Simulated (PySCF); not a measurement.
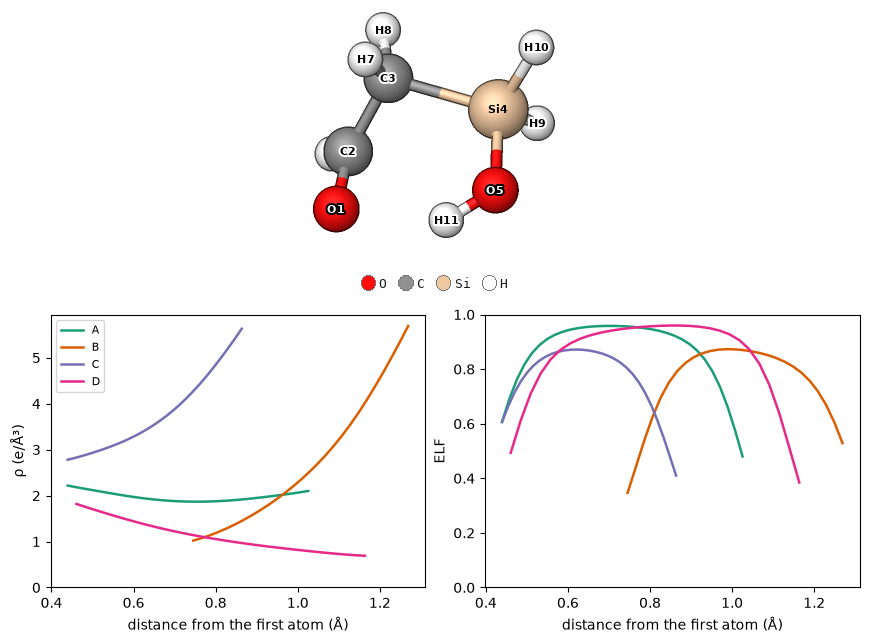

*C2H6O2Si. Total electron density and electron localisation function along straight lines between neighbouring atoms. The curves leave out the atomic cores. The structure is drawn too.*

Geometry: GFN2-xTB.

The calculation used B3LYP/def2-SVPD, SCF density, gas phase in PySCF.

Input file:

```
{"job": {"kind": "uv", "xc": "B3LYP", "basis": "def2-SVPD", "nstates": 8, "ntriplets": 3}, "charge": 0, "multiplicity": 1}
O     -0.392114    -1.816049    -0.850446
C     -1.061769    -0.853512    -0.543953
C     -0.784634     0.014015     0.603523
Si     0.868020     0.926372     0.159134
O      1.892135    -0.201982    -0.364924
H     -1.902115    -0.536102    -1.191007
H     -0.558703    -0.583789     1.483970
H     -1.597708     0.697288     0.816952
H      0.587286     1.913039    -0.881893
H      1.415915     1.499930     1.380084
H      1.539111    -1.056539    -0.637403
```

Command:

```sh
OMP_NUM_THREADS=1 python probes_run.py task.json out
```

Which curve belongs to which contact (C–C, C–O, C–Si and Si–O)? The first atom named is at distance zero.

Curve A: C–C (1.46 Å): the density is about 1.9 e/Å³ at the midpoint; the ELF peaks at about 0.95 between the atoms, as expected for a shared electron pair. Curve B: Si–O (1.61 Å): ρ is about 1.2 e/Å³ halfway; the ELF peaks at about 0.85 between the atoms: a polar covalent bond. Curve C: C–O (1.21 Å): ρ at the midpoint is about 3.3 e/Å³; the ELF peaks at about 0.85 between the atoms; a multiple bond. Curve D: C–Si (1.94 Å): ρ at the midpoint is about 0.85 e/Å³; the ELF peaks at about 0.95 between the atoms; a shared electron pair.
